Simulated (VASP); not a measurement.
Shape and ions are relaxed at each volume.

Energy against volume of Lu (hcp). Method: vdW-DF2, VASP's PBE PAW potentials (set 64) (plane waves; VASP).

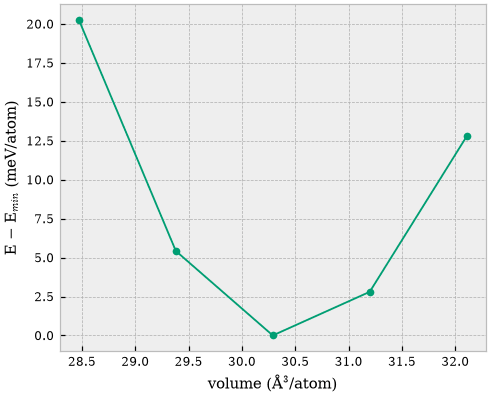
Energy against volume

Estimate the equilibrium volume and the bulk modulus.

The minimum lies near 30.4 Å³/atom, and the curvature gives B0 of about 48 GPa.

Measured: bulk modulus 47.6 GPa (computed value off by -0.2 %), as given by Wikipedia, Lutetium (infobox). The calculation is for a static lattice, while the measured bulk modulus holds thermal and zero-point effects, which are part of the difference.

The compound is Lu in the hcp structure. It was relaxed first.
